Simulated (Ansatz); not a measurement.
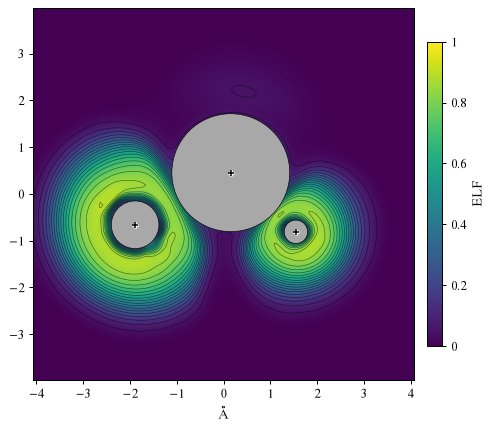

The electron localisation function on a plane through atoms (crosses mark nuclei in the plane; grey discs cover the cores).

All numbers below come from Ansatz 0.2.0, isolated molecule in a Gaussian basis; Kohn-Sham density functional theory, functional PBE0.

Candidates:
A. Cl3FZr (SMILES [F][Zr]([Cl])([Cl])[Cl])
B. CH3FZn (SMILES [CH3][Zn][F])
C. Cl3GeI (SMILES [Cl][Ge]([Cl])([Cl])[I])

Which system is this?

Candidate A: Cl3FZr on the plane of atoms Cl1, Zr5 and F4, which holds Cl, F and Zr. Zr–F (1.88 Å): the ELF peaks at about 0.85 in the valence shell of F, 0.5 Å from its nucleus, and drops to about 0.20 between the two atoms. Zr–Cl (2.33 Å): the ELF peaks at about 0.85 in the valence shell of Cl, 0.8 Å from its nucleus, and is about 0.35 at the midpoint.
